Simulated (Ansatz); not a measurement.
## BN2H7: geometry relaxation (part 2 of 2)

The same run, continued: BN2H7; RKS B3LYP-D4/6-31G* (Ansatz 0.2.0). The input holds or restrains some coordinates. Forces given for the steps count only the free coordinates. It belongs to a series of runs on one base structure; here: pulled along the bonds that form and break, towards end A.

Geometry of the input (Å):
```
B  0.0000  0.0000  0.0000
H  0.0000  0.0000  1.5400
N  1.3423  0.0000  -0.7750
H  1.8089  -0.9179  -1.0268
H  1.7937  0.9179  -1.0532
H  -1.0305  0.0000  -0.5950
N  0.0829  1.7537  0.5833
H  0.4765  1.9752  1.5423
H  -0.2631  2.5370  -0.0414
H  0.0424  0.8968  1.5631
```

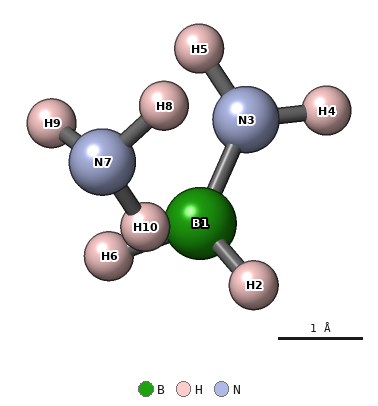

Figure 1. The geometry at step 7 of the log (ball-and-stick view, seen at a tilt; atoms are numbered from 1 in the order of the input).

Log, continued:
```
relax step  13: F+E_penalty+E_count = -3771.27157866 eV  Δ(F+E_penalty+E_count) = -5.406e-3 eV  max|allowed force component| = 9.857e-1 eV/Å  E_restraint = 0.00981599 eV  max|allowed force component, restraints' pulls added| = 1.491e-1 eV/Å  Δτ_max = 0.0961 Å  (23 SCF iters, accepted)
  distance B 0 - N 6 = 2.7597 Å
  distance H 9 - H 1 = 1.8686 Å
  distance B 0 - H 1 = 1.1934 Å
  distance H 9 - N 6 = 1.0382 Å
729 factors; integrals over basis functions are off by at most 3.8e-4 eV
mean field evaluation 96: about -3762.1854 eV, gradient 6.8e1 eV
mean field -3771.10296922 eV, -138.5854779734 hartree, gradient 5.1e-5 eV, S^2 0.000000; 1 other end points of the search recorded, 0 dependent functions left out
the calculation of the forces begins
reference -3771.10316979 eV, -138.5854853444 hartree; 13, 13 occupied and 46, 46 virtual orbitals, 729 factors
Total energy: -3771.27177923 eV, -138.5916816271 hartree
Atom 0 at     0.077104    -0.092799    -0.164888 Å, force    -0.027217    -0.274662    -0.272273 eV/Å
Atom 1 at    -0.074802    -0.528528     0.935661 Å, force     0.015378    -0.238529    -0.000815 eV/Å
Atom 2 at     1.338468    -0.168294    -0.757333 Å, force     0.030472     0.063415    -0.149059 eV/Å
Atom 3 at     2.151920    -0.552714    -0.297700 Å, force     0.013653    -0.004578     0.024293 eV/Å
Atom 4 at     1.522845     0.133676    -1.707604 Å, force    -0.025645    -0.032858     0.139479 eV/Å
Atom 5 at    -0.849038     0.303822    -0.810571 Å, force     0.022386     0.032275     0.023101 eV/Å
Atom 6 at    -0.013749     2.203804     1.362714 Å, force    -0.192902    -0.528471     0.242627 eV/Å
Atom 7 at     0.943653     2.204294     1.011021 Å, force    -0.076774    -0.000914    -0.013497 eV/Å
Atom 8 at    -0.614654     2.445187     0.574188 Å, force     0.075678    -0.001387     0.062684 eV/Å
Atom 9 at    -0.228649     1.214253     1.591813 Å, force     0.164971     0.985709    -0.056540 eV/Å
Dipole moment:     0.426239    -0.198322    -0.434385 e Å
```

Trajectory as extended XYZ (Å, eV, eV/Å), 13 frames, from step=1 to step=13:
```
10
Properties=species:S:1:pos:R:3:forces:R:3 step=1 energy=-3765.98895
B     0.0000    0.0000    0.0000    4.1482   5.0605  -0.8350
H     0.0000    0.0000    1.5400    0.1518  -2.2999   0.2175
N     1.3423    0.0000   -0.7750   -1.2722  -1.6551   0.8616
H     1.8089   -0.9179   -1.0268   -0.5847   1.9135  -0.0298
H     1.7937    0.9179   -1.0532   -0.6496  -1.9180   0.9608
H    -1.0305    0.0000   -0.5950   -0.5046  -1.0491   0.9475
N     0.0829    1.7537    0.5833    0.1183   0.8286  -1.2374
H     0.4765    1.9752    1.5423    0.6542   1.8974  -2.0086
H    -0.2631    2.5370   -0.0414    0.2384  -0.8081   1.8321
H     0.0424    0.8968    1.5631   -2.2998  -1.9698  -0.7087
10
Properties=species:S:1:pos:R:3:forces:R:3 step=2 energy=-3765.84884
B     0.0214   -0.1122    0.0120    2.6916   3.7221   0.0758
H    -0.0054   -0.1781    1.4612    0.1107  -1.2110  -1.2027
N     1.3339   -0.0163   -0.7683   -0.7601  -1.1215   0.6122
H     1.8076   -0.9058   -1.0301   -0.2231   1.3494   0.0286
H     1.7844    0.9001   -1.0412   -0.8425  -1.8954   0.7556
H    -1.0301   -0.0138   -0.5817   -0.0638  -0.6797   0.8309
N     0.0887    1.8711    0.6353    1.0417  -2.9733   0.8359
H     0.4942    2.0156    1.5464    2.1402   3.9984  -0.3514
H    -0.2667    2.5549   -0.0292   -0.7562   0.2060   1.4794
H     0.0251    1.0472    1.5330   -3.3385  -1.3950  -3.0644
10
Properties=species:S:1:pos:R:3:forces:R:3 step=3 energy=-3766.36120
B     0.0377   -0.2611    0.0268    1.3795   3.6538  -0.1164
H     0.0024   -0.3382    1.3506    0.1086  -1.3586  -1.6364
N     1.3266   -0.0317   -0.7607   -0.6550  -1.2058   0.6101
H     1.8099   -0.8937   -1.0297    0.2753   0.7676  -0.0233
H     1.7704    0.8773   -1.0333   -0.9896  -1.6050   0.5624
H    -1.0256   -0.0185   -0.5711    0.3991  -0.7858   0.7505
N     0.1038    1.9716    0.7139    0.5997  -3.6320   0.8486
H     0.5412    2.0894    1.5635    3.6188   5.2880   1.2675
H    -0.2828    2.5616   -0.0079   -0.8338   0.0197   1.3420
H    -0.0305    1.2061    1.4852   -3.9026  -1.1418  -3.6049
10
Properties=species:S:1:pos:R:3:forces:R:3 step=4 energy=-3767.80999
B     0.0412   -0.3632    0.0074    1.2418   3.6638  -0.9475
H     0.0306   -0.4811    1.2212    0.0371  -1.3911  -0.3237
N     1.3151   -0.0661   -0.7496   -0.7454  -1.2571   0.5801
H     1.8263   -0.8905   -1.0273    0.6563   0.1602   0.0239
H     1.7363    0.8328   -1.0214   -0.9047  -0.9143   0.2011
H    -1.0010   -0.0475   -0.5507    0.0444  -0.6343   0.3678
N     0.1055    2.0811    0.7976    0.8037  -3.0499   2.1395
H     0.6445    2.2272    1.6105    2.2726   3.8612  -0.2903
H    -0.3011    2.5674    0.0239   -0.4424   0.2979   0.8040
H    -0.1443    1.3026    1.4257   -2.9634  -0.7364  -2.5549
10
Properties=species:S:1:pos:R:3:forces:R:3 step=5 energy=-3769.15637
B     0.0587   -0.3519   -0.0319    0.7712   2.0286  -0.4204
H     0.0471   -0.5870    1.1523    0.0273  -1.1208  -0.1282
N     1.3183   -0.1139   -0.7542   -0.8348  -1.5598   0.5198
H     1.8818   -0.9090   -1.0091    0.5385   0.0639   0.3169
H     1.6838    0.7698   -1.0344   -0.2686   0.4025  -0.4888
H    -1.0055   -0.0914   -0.5459    0.0174  -0.0130   0.1116
N     0.0845    2.1800    0.9183   -1.7065  -3.8333   1.1354
H     0.7517    2.3873    1.6002    1.5989   2.0580   0.0213
H    -0.2973    2.6050    0.0840    0.3632   0.1088   0.7554
H    -0.2701    1.2737    1.3580   -0.5066   1.8651  -1.8230
10
Properties=species:S:1:pos:R:3:forces:R:3 step=6 energy=-3769.81023
B     0.0677   -0.3042   -0.0480    0.6795   1.2907  -0.6616
H     0.0323   -0.5927    1.1159    0.1434  -1.0948  -0.0842
N     1.3308   -0.1203   -0.7612   -0.7653  -1.0606   0.6759
H     1.9718   -0.9045   -0.8560    0.2874   0.6027   0.4767
H     1.6108    0.7335   -1.2170   -0.3326  -0.2682  -0.6029
H    -0.9972   -0.0545   -0.5663    0.1861   0.3088   0.0918
N    -0.0007    2.2221    1.0324   -1.4383  -2.3433   1.8486
H     0.8540    2.3471    1.5499    0.5178   0.8730  -1.0692
H    -0.2798    2.5657    0.1147    0.7921  -0.3085   0.5958
H    -0.3367    1.2704    1.3728   -0.0699   2.0002  -1.2709
10
Properties=species:S:1:pos:R:3:forces:R:3 step=7 energy=-3770.51169
B     0.0717   -0.2303   -0.0439    0.7306  -0.1028  -0.8915
H     0.0198   -0.6448    1.0706    0.1613  -0.7875   0.0472
N     1.3213   -0.1505   -0.7657   -0.7130  -0.0619   0.4319
H     2.0552   -0.8602   -0.7123   -0.0949   0.7771   0.4883
H     1.5378    0.6489   -1.3603   -0.2478  -0.7728  -0.3615
H    -0.9870    0.0348   -0.5591    0.3050   0.5953   0.0411
N    -0.1081    2.2660    1.1888    0.4260  -1.6023   0.2171
H     0.9043    2.3886    1.4670   -1.3626  -0.2934  -0.7070
H    -0.2317    2.4996    0.1906    0.3386  -0.0490   0.6039
H    -0.3304    1.2105    1.2616    0.4568   2.2974   0.1305
10
Properties=species:S:1:pos:R:3:forces:R:3 step=8 energy=-3770.89039
B     0.0626   -0.2111   -0.0544    0.8751  -0.0135  -1.0765
H     0.0073   -0.6487    1.0522    0.1232  -0.6236  -0.0210
N     1.3159   -0.1503   -0.7627   -0.5960   0.1604   0.1249
H     2.1179   -0.7668   -0.5641   -0.5127   0.9142   0.1151
H     1.4774    0.5454   -1.5141   -0.2090  -1.1717   0.4315
H    -0.9744    0.1268   -0.5832    0.4483   0.2822   0.1056
N    -0.1130    2.2304    1.2179    0.3576  -0.5587   0.2038
H     0.8932    2.3451    1.4249   -0.5423  -0.1557  -0.1369
H    -0.2269    2.4864    0.2356   -0.0461  -0.0853   0.1413
H    -0.3070    1.2055    1.2852    0.1018   1.2518   0.1121
10
Properties=species:S:1:pos:R:3:forces:R:3 step=9 energy=-3771.15064
B     0.0615   -0.1878   -0.0926    0.0959  -0.0554  -0.4526
H    -0.0145   -0.6454    1.0059    0.0511  -0.4467  -0.0127
N     1.2971   -0.1574   -0.7568    0.1026   0.0867  -0.1104
H     2.1367   -0.6311   -0.4184   -0.3364   0.4449  -0.0577
H     1.4473    0.4074   -1.5962   -0.0603  -0.5832   0.2526
H    -0.9356    0.2068   -0.6412    0.2502   0.0763   0.0414
N    -0.0817    2.2107    1.2596    0.1652  -0.5054   0.1817
H     0.9393    2.3024    1.3286   -0.3168  -0.0695  -0.0437
H    -0.3205    2.4652    0.3009   -0.0219  -0.0473   0.0982
H    -0.2764    1.1918    1.3475    0.0704   1.0996   0.1031
10
Properties=species:S:1:pos:R:3:forces:R:3 step=10 energy=-3771.24326
B     0.0567   -0.1514   -0.1330    0.0585  -0.0181  -0.2090
H    -0.0463   -0.6092    0.9650    0.0075  -0.2936  -0.0181
N     1.3080   -0.1374   -0.7484    0.0795  -0.1227  -0.1272
H     2.1357   -0.5448   -0.3330   -0.0211   0.0669   0.0116
H     1.4697    0.2270   -1.6796   -0.0464  -0.0607   0.0795
H    -0.8976    0.2692   -0.7175    0.0064  -0.0472  -0.0468
N    -0.0533    2.1970    1.3104   -0.1264  -0.4197   0.2738
H     0.9588    2.2889    1.2255   -0.0482  -0.0415  -0.0518
H    -0.4427    2.4379    0.4007    0.0124  -0.0158   0.0391
H    -0.2360    1.1857    1.4472    0.0778   0.9524   0.0489
10
Properties=species:S:1:pos:R:3:forces:R:3 step=11 energy=-3771.26617
B     0.0494   -0.1184   -0.1625    0.0297  -0.1251  -0.2416
H    -0.1121   -0.5705    0.9301    0.0030  -0.2677  -0.0097
N     1.3179   -0.1655   -0.7423   -0.0080   0.0223  -0.0145
H     2.1365   -0.5348   -0.2790   -0.0046  -0.0244   0.0131
H     1.5113    0.1961   -1.6660    0.0106  -0.0265  -0.0161
H    -0.8683    0.3135   -0.7979    0.0163  -0.0379  -0.0013
N    -0.0130    2.1927    1.3385   -0.0729  -0.4686   0.3255
H     0.9578    2.2802    1.0433    0.0090  -0.0093  -0.0272
H    -0.5783    2.3804    0.5133   -0.0297   0.0033   0.0112
H    -0.1480    1.1890    1.5598    0.0465   0.9339  -0.0393
10
Properties=species:S:1:pos:R:3:forces:R:3 step=12 energy=-3771.23565 accepted=F
B     0.0602   -0.0858   -0.1846    0.0029  -0.2388  -0.2804
H    -0.1396   -0.5264    0.9074    0.0102  -0.2359  -0.0379
N     1.3402   -0.1811   -0.7388   -0.0773   0.0950   0.0172
H     2.1438   -0.5467   -0.2474   -0.0077  -0.0454   0.0092
H     1.5559    0.1483   -1.6698    0.0251  -0.0135   0.0005
H    -0.8340    0.3426   -0.8587    0.0534  -0.0187   0.0501
N     0.0261    2.1932    1.3691    0.0260  -0.2272  -0.8892
H     0.9444    2.2160    0.8592   -1.1461  -0.0981   0.5487
H    -0.7146    2.3998    0.6559    0.8975  -0.2085   0.7431
H    -0.1292    1.2029    1.6450    0.2161   0.9911  -0.1613
10
Properties=species:S:1:pos:R:3:forces:R:3 step=13 energy=-3771.27158
B     0.0771   -0.0928   -0.1649   -0.0272  -0.2747  -0.2723
H    -0.0748   -0.5285    0.9357    0.0154  -0.2385  -0.0008
N     1.3385   -0.1683   -0.7573    0.0305   0.0634  -0.1491
H     2.1519   -0.5527   -0.2977    0.0137  -0.0046   0.0243
H     1.5228    0.1337   -1.7076   -0.0256  -0.0329   0.1395
H    -0.8490    0.3038   -0.8106    0.0224   0.0323   0.0231
N    -0.0137    2.2038    1.3627   -0.1929  -0.5285   0.2426
H     0.9437    2.2043    1.0110   -0.0768  -0.0009  -0.0135
H    -0.6147    2.4452    0.5742    0.0757  -0.0014   0.0627
H    -0.2286    1.2143    1.5918    0.1650   0.9857  -0.0565
```

Results in brief:

- outcome: converged under the restraints of the input
- total energy: −3771.2718 eV
- mean-field energy: −3771.1032 eV
- largest force (length of the vector) at the end, held atoms and coordinates included: 1.001 eV/Å
- hardware: 1 thread of Arm Neoverse V1, 24 GiB of memory available, shared host
- wall time: 26 s
- peak memory: 0.11 GiB
